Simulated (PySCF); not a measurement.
Molecule: SMILES P (H3P). Atoms near the plane z = 1.0 Å, at the CAM-B3LYP/def2-SVP optimised geometry (x, y, z in Å): P1 (-0.7, -0.7, 0.0), H2 (-0.8, -0.8, 1.4), H3 (0.8, -0.7, 0.0), H4 (-0.8, 0.7, 0.0).

Calculation: CAM-B3LYP/def2-TZVP (PySCF). The values are rescaled to run from 0 to 1.

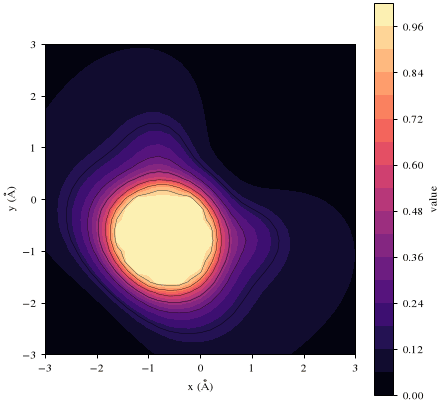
*a field on the plane z = 1.0 Å.*

Question: Which quantity is mapped?
(A) Laplacian of the electron density
(B) deformation density (molecule minus spherical neutral atoms)
(C) electrostatic potential
(D) electron localisation function

Answer: C, electrostatic potential. In full: electrostatic potential (hartree/e), clipped to [-0.08, 0.12].
